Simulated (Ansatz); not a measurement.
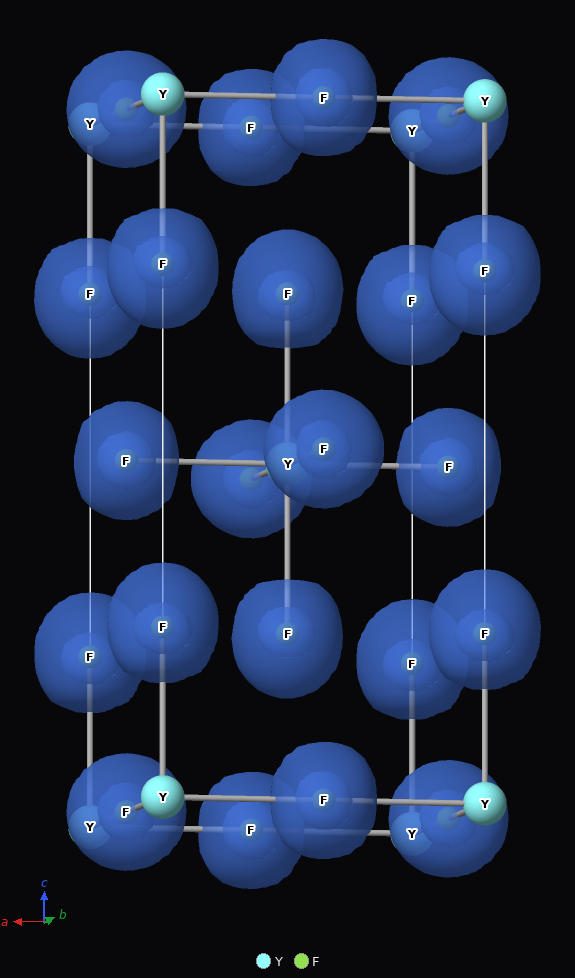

The picture shows: YF4. Isosurface of the ELF at 0.75 (blue), seen at an oblique angle. Only the valence region is drawn (cores and ρ < 0.01 e/Å³ removed). Sticks mark near contacts.

Space group I4/mmm; a structure generated by program, which may or may not match a known phase; spin-polarised.

Method: DFT PBE, scalar-relativistic, plane waves, PAW (Ansatz 0.2.0).

In a PAW calculation such maps are meaningful between the atoms, not at the nuclei.

> What do the ELF domains correspond to?

The ELF exceeds this value in eight regions wrapped around F (the valence shell of each), counted in one cell of 10 atoms. Any copies at cell faces, edges or corners count once. Profiles from the grid: Y–F (2.17 Å): the ELF is about 0.15 at the midpoint; no shared electron pair shows on this line. Y–F (2.24 Å): the ELF peaks at about 0.85 in the valence shell of F, 0.6 Å from its nucleus, and drops to about 0.10 between the two atoms: no localised pair shows between them.
